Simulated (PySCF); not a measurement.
# DyH3P (Dy(PH3)3+): the cost of one run

Method: several levels, as the steps say, no spin–orbit coupling; program: PySCF 2.14.0.

1 further run of the same task is left out (for a known fault of the program).

## 1. The starting structure

5 atoms, charge 3, spin multiplicity 1.

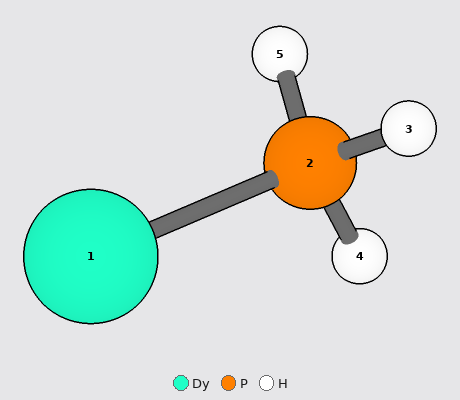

The geometry (dysprosium teal, phosphorus orange, hydrogen white); atoms are numbered from 1 in the order of the file.

Geometry (Å):

```xyz
5

Dy    0.0000    0.0000   -0.3810
P     0.0000    0.0000    2.5180
H     1.3309    0.0000    3.0353
H    -0.6655    1.1526    3.0353
H    -0.6655   -1.1526    3.0353
```

Formal oxidation states: Dy +3. Each metal's 9 4f electrons lie in its core potential, so multiplicities, spins and levels count the valence alone. An earlier session relaxed this geometry at PBE0, Dy lcecp-1-SVP with ECP55, P def2-SVP, H def2-SVP (singlet, point group C3v).

At PBE0 on the finer grid: E = -378.635872 Eh, HOMO -24.34 eV, LUMO -19.64 eV, Mulliken charge on Dy1 +2.28 e, largest force component 0.022 eV/Å. 

Levels to run: TPSSh; M06-L; PBE0, TZVP. Hardware: 2 threads of Intel Xeon 6975P-C (Granite Rapids), shared host.

## 2. TPSSh

Input file run.py (the lines that set the calculation):

```python
mol = gto.M(atom='''
Dy     0.00000     0.00000    -0.38095
P      0.00000     0.00000     2.51799
H      1.33092    -0.00001     3.03530
H     -0.66546     1.15262     3.03530
H     -0.66547    -1.15261     3.03530''',
    basis={'Dy': 'lcecp-1-SVP', 'P': 'def2-SVP', 'H': 'def2-SVP'},
    ecp={'Dy': 'lcecp-1-SVP'},
    charge=3, spin=0)
mf = dft.RKS(mol, xc='TPSSH')
mf.grids.atom_grid = (75, 302)  # f atoms: unpruned, at least (60, 302)
mf = mf.density_fit()  # fitting sets: Dy AutoAux, P def2-universal-JKFIT, H def2-universal-JKFIT
mf.conv_tol = 1e-08; mf.max_cycle = 55
mf.kernel(dm0)  # dm0: the density of the relaxed state
```

The run is started by

```console
OMP_NUM_THREADS=2 python run.py
```

**Question.** How long does this run take on 2 threads of Intel Xeon 6975P-C (Granite Rapids), shared host?

About 2.4 s.
